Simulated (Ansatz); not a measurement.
```json
{"atom": "Ti", "x (Å)": "-0.0540", "y (Å)": "-0.3057", "z (Å)": "-0.0248"}
{"atom": "N", "x (Å)": "0.0328", "y (Å)": "-0.0039", "z (Å)": "1.8232"}
{"atom": "H", "x (Å)": "-0.7855", "y (Å)": "0.1090", "z (Å)": "2.4335"}
{"atom": "H", "x (Å)": "0.8859", "y (Å)": "-0.0679", "z (Å)": "2.3897"}
{"atom": "O", "x (Å)": "1.5916", "y (Å)": "-0.7704", "z (Å)": "-0.5516"}
{"atom": "Si", "x (Å)": "2.9319", "y (Å)": "-0.8821", "z (Å)": "-1.5678"}
{"atom": "H", "x (Å)": "2.7136", "y (Å)": "-1.9761", "z (Å)": "-2.5751"}
{"atom": "H", "x (Å)": "3.1498", "y (Å)": "0.4268", "z (Å)": "-2.2792"}
{"atom": "H", "x (Å)": "4.1404", "y (Å)": "-1.2051", "z (Å)": "-0.7330"}
{"atom": "O", "x (Å)": "-0.5718", "y (Å)": "1.1976", "z (Å)": "-0.8592"}
{"atom": "H", "x (Å)": "-0.8546", "y (Å)": "2.0509", "z (Å)": "-0.4871"}
{"atom": "Cl", "x (Å)": "-1.5799", "y (Å)": "-1.8940", "z (Å)": "-0.4142"}
{"atom": "H", "x (Å)": "-0.3603", "y (Å)": "-3.0324", "z (Å)": "3.4347"}
{"atom": "H", "x (Å)": "-0.3351", "y (Å)": "-2.4775", "z (Å)": "2.9001"}
```

Theory: Ansatz, RKS PBE/def2-SVP.

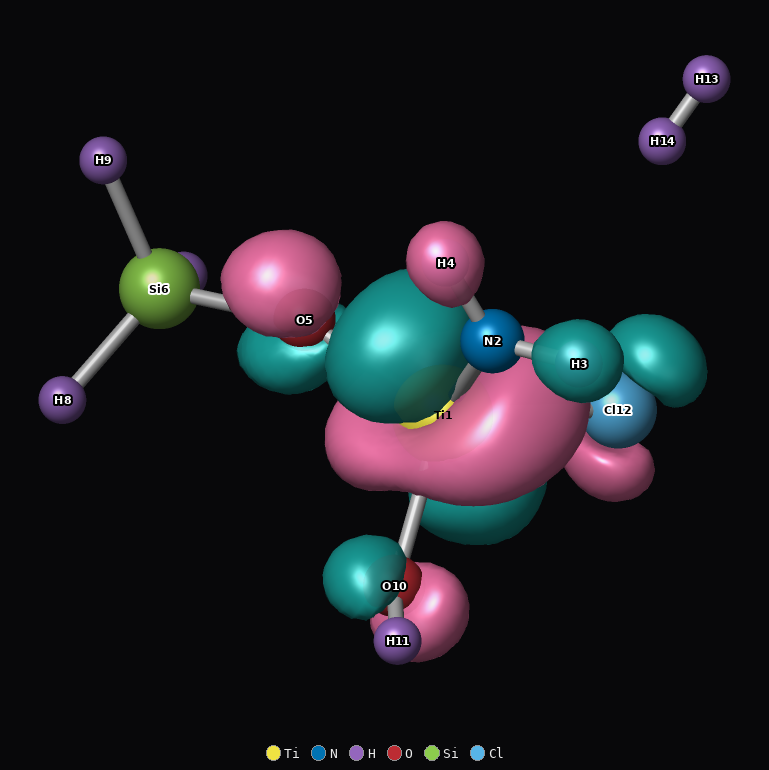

ClH$_{6}$NO$_{2}$SiTi···H$_{2}$. The LUMO at ±0.1 Å⁻³ᐟ² (teal and pink are the two phases), seen at a tilt.

### Where does this orbital lie, and at what energy?

By Hirshfeld shares it lies mainly on Ti1 (about 75 %) and O5 (about 5 %). Its energy is −2.75 eV.
